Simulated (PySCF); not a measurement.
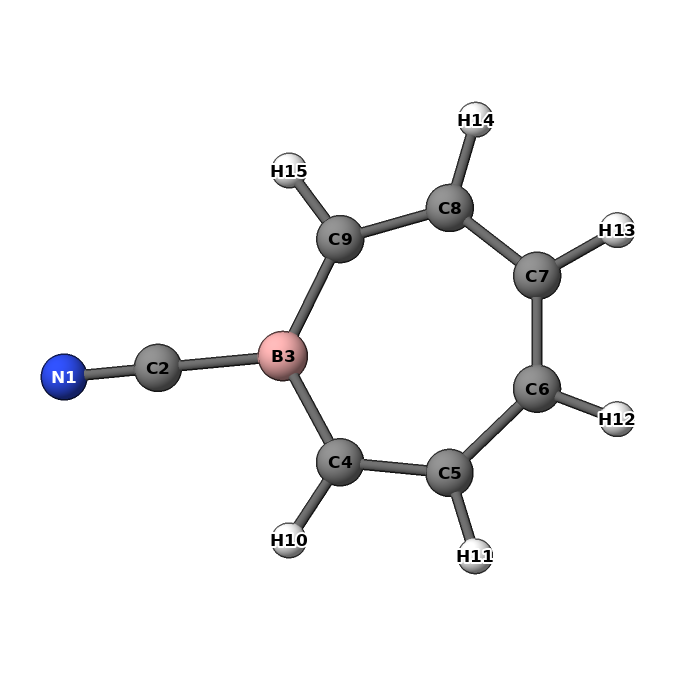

The questions are on isotropic NMR shieldings of the H atoms. Computed geometry: GFN2-xTB optimisation. No frequency run is at hand to confirm it as a minimum. Method: GIAO PBE0/pcSseg-1 NMR shielding, non-relativistic, gas phase (PySCF 2.14.0).

List the isotropic NMR shieldings of the H atoms.

```tsv
atom	σ (ppm)
H10	22.97
H11	23.14
H12	23.80
H13	23.80
H14	23.14
H15	22.97
```

The geometry is semi-empirical. Around B such bond lengths and angles can be off by a tenth of an ångström or more and by several degrees, and values that hang on the shape move with them.
